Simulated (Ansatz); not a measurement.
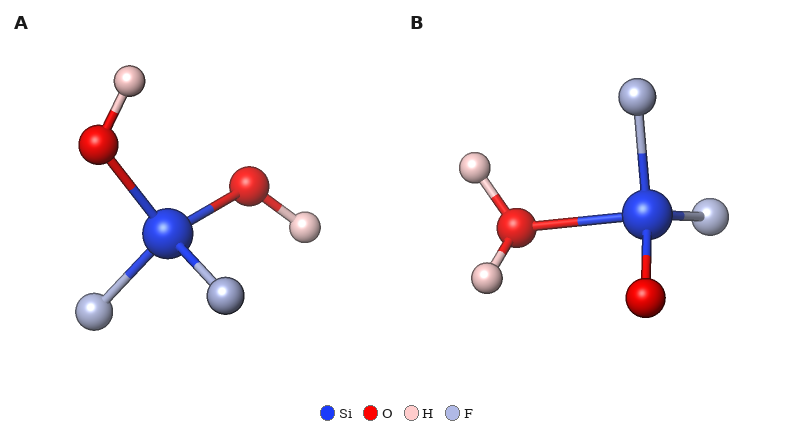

2 stationary structures of one formula. Geometries: PBE0-D4/def2-TZVP. Electronic energies: CCSD(T)/CBS (MP2 limit from def2-TZVPP and def2-QZVPP plus CCSD(T) − MP2) (Ansatz 0.2.0), without zero-point energy. Each is one conformer, not always the lowest.

Question: Which is lowest in energy, and by how much?

Answer: A is lowest (C1, a minimum); B lies 218.6 kJ/mol above it (C1, a minimum).

Give E(B) − E(A) in kJ/mol at these levels too: BHLYP-D4/def2-TZVPP; SPW92 (LDA)/def2-TZVPP; RHF/STO-3G; SPW92 (LDA)/def2-SVP; PBE-D4/def2-TZVPP; CCSD(T)/CBS (MP2 limit from def2-TZVPP and def2-QZVPP plus CCSD(T) − MP2); ωB97M-V/def2-SVP; PBE0-D4/def2-TZVP.

| level | E(B) − E(A) (kJ/mol) |
| --- | --- |
| BHLYP-D4/def2-TZVPP | +231.9 |
| SPW92 (LDA)/def2-TZVPP | +202.0 |
| RHF/STO-3G | +356.3 |
| SPW92 (LDA)/def2-SVP | +196.6 |
| PBE-D4/def2-TZVPP | +198.2 |
| CCSD(T)/CBS (MP2 limit from def2-TZVPP and def2-QZVPP plus CCSD(T) − MP2) | +218.6 |
| ωB97M-V/def2-SVP | +209.3 |
| PBE0-D4/def2-TZVP | +215.7 |
